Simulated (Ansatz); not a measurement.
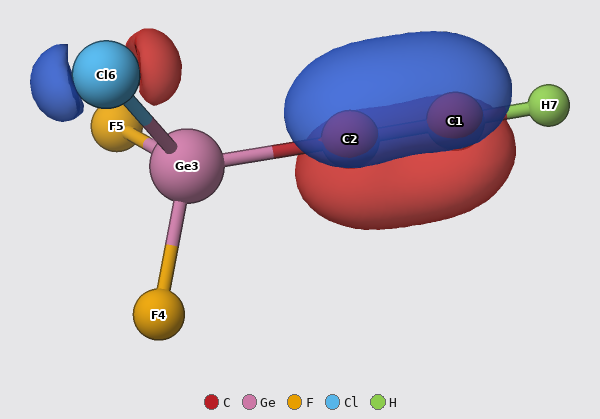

C$_{2}$HClF$_{2}$Ge (SMILES C#[C][Ge]([F])([F])[Cl]). The HOMO at ±0.2 Å⁻³ᐟ² (blue and red are the two phases), seen at an oblique angle.

Geometry: PBE0-D4/def2-TZVP.

All numbers below come from RKS PBE0-D4/def2-TZVPP (Ansatz 0.2.0).

```yaml
atoms:
  - { symbol: C, position_ang: [1.1759, -1.5488, 0.7201] }
  - { symbol: C, position_ang: [0.4980, -0.6641, 0.2693] }
  - { symbol: Ge, position_ang: [-0.5559, 0.7194, -0.4059] }
  - { symbol: F, position_ang: [-1.9549, 0.0880, -1.1581] }
  - { symbol: F, position_ang: [0.2832, 1.5604, -1.6349] }
  - { symbol: Cl, position_ang: [-1.1629, 2.1128, 1.0479] }
  - { symbol: H, position_ang: [1.7777, -2.3356, 1.1159] }
```

**Where does this orbital lie, and at what energy?**

It lies mainly on C1 (about 40 %), C2 (about 40 %) and Cl6 (about 10 %); π-bonding across C1–C2. Its energy is −9.40 eV.
